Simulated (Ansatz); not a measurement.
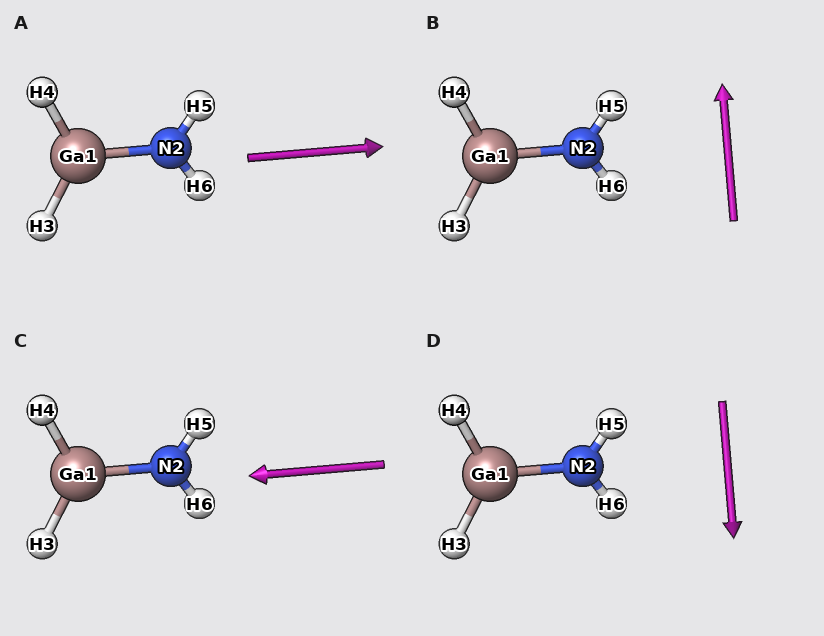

The same molecule four times, each with an arrow. The computed structure is the end point of a PBE0-D4/def2-TZVP optimisation. Method: RKS PBE0-D4/def2-TZVP (Ansatz 0.2.0).

Which arrow points along the dipole moment, from the negative to the positive end?

A. The dipole moment is 1.00 D; it points from the side of H3, H4 to the side of H5, H6 (the outermost atoms at the two ends).
